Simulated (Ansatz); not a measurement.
## Electronic structure of C3H5NS (SMILES CC(N)=C=S) in real space

The calculation's input:

```
crystal:
  periodic: [false, false, false]
  atoms:
    - { symbol: C, position_ang: [-1.01, -0.5797, 0.4758] }
    - { symbol: C, position_ang: [0.141, 0.0708, -0.195] }
    - { symbol: "N", position_ang: [1.359, -0.2473, 0.291] }
    - { symbol: C, position_ang: [0.14, 0.8701, -1.2367] }
    - { symbol: S, position_ang: [-0.0277, 1.9518, -2.6713] }
    - { symbol: H, position_ang: [-1.1498, -0.1603, 1.4932] }
    - { symbol: H, position_ang: [-0.9459, -1.624, 0.4878] }
    - { symbol: H, position_ang: [-1.944, -0.2624, -0.0722] }
    - { symbol: H, position_ang: [2.16174, -0.17812, -0.37504] }
    - { symbol: H, position_ang: [1.43236, -1.17917, 0.77852] }
basis:
  gaussian: { orbitals: def2-SVP }
hamiltonian:
  xc: hf
relax:
  f_tol: 0.015
  max_steps: 40
output:
  orbitals: {}
```

Launched as:

```sh
ansatz run input.yaml --threads 1 --pin off --max-ram 2048MiB --backend cpu --events-out ev --progress --plain --runs-dir out
```

The fields are those of the relaxed geometry.

All numbers below come from RHF/def2-SVP (Ansatz 0.2.0).

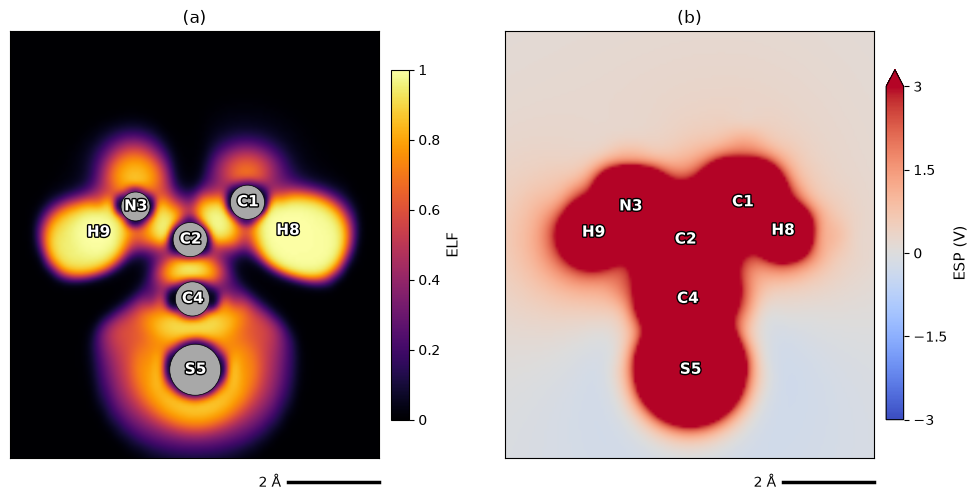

Figure 1. (a) electron localisation function; (b) electrostatic potential on the plane of atoms C2, C1 and H8. Grey discs cover the atomic cores in the ELF map.

Describe what can be read from this map.

Answer. The section cuts through C, N, S and H sites. C–C (1.31 Å): the ELF peaks at about 0.95 between the atoms (a short, multiple covalent bond). C–N (1.41 Å): the ELF peaks at about 0.95 between the atoms; a covalent bond. C–S (1.56 Å): the ELF peaks at about 0.90 between the atoms (a covalent bond). N–H (1.00 Å): the ELF climbs to about 1 towards the hydrogen, as it does in any bond to H; an ordinary covalent bond to hydrogen. C–C (1.51 Å): the ELF peaks at about 1 between the atoms; a covalent bond. The ELF also peaks beside S5, away from the bonds: lone-pair regions. The potential has no marked negative region in this plane.

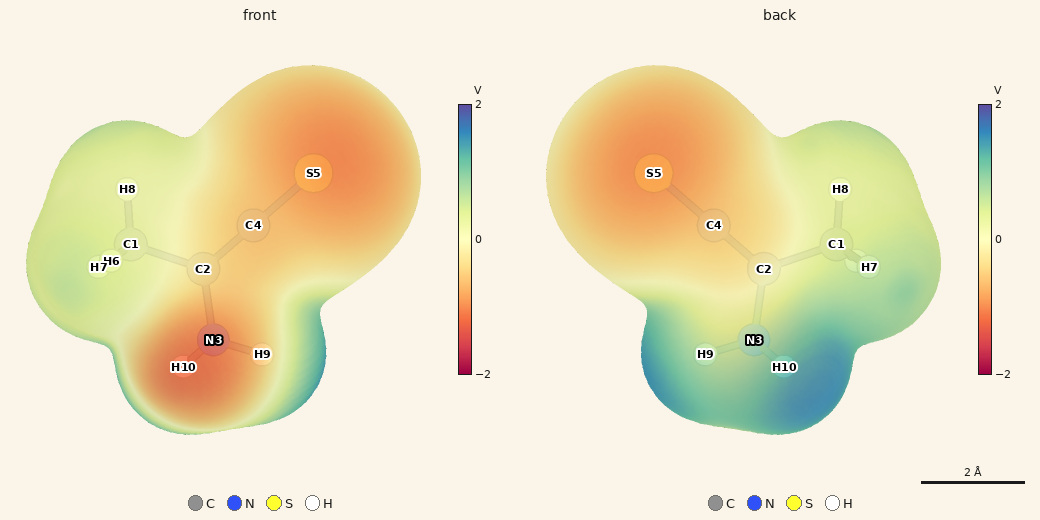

Figure 2. The molecular electrostatic potential painted on the density surface at 0.001 e/bohr³, seen from the front and from behind; the colour scale runs from red (negative) to blue (positive).

Which sites attract a positive test charge, and which a negative one?

Answer. A positive charge is drawn to the negative regions and a negative charge to the positive ones. The most negative region (about −1.2 V, or −28 kcal/mol for a unit charge) lies over N3, the most positive (about +1.5 V, or +35 kcal/mol for a unit charge) over H10. N3 is the likeliest acceptor of a hydrogen bond.

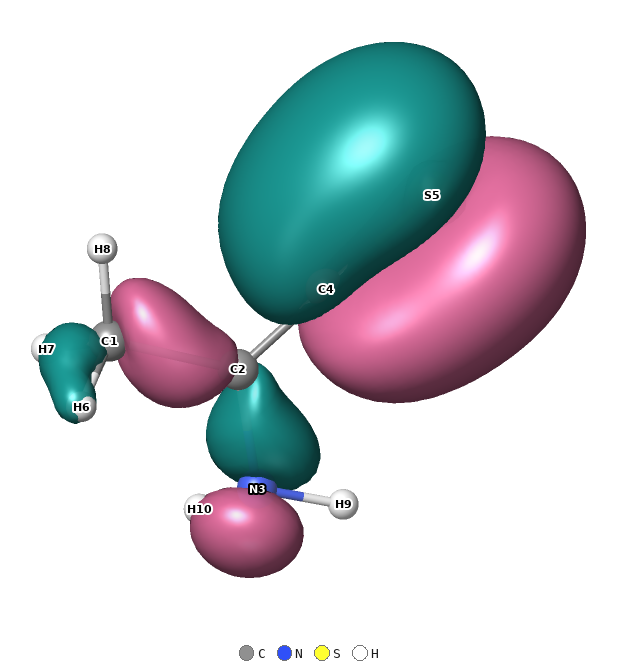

Figure 3. The HOMO−1 at ±0.08 Å⁻³ᐟ² (teal and pink are the two phases), seen at a tilt.

Describe this orbital and give its energy.

Answer. Its weight (Hirshfeld) is mainly on S5 (about 60 %) and C4 (about 25 %); π-bonding across S5–C4. Its energy is −11.15 eV.
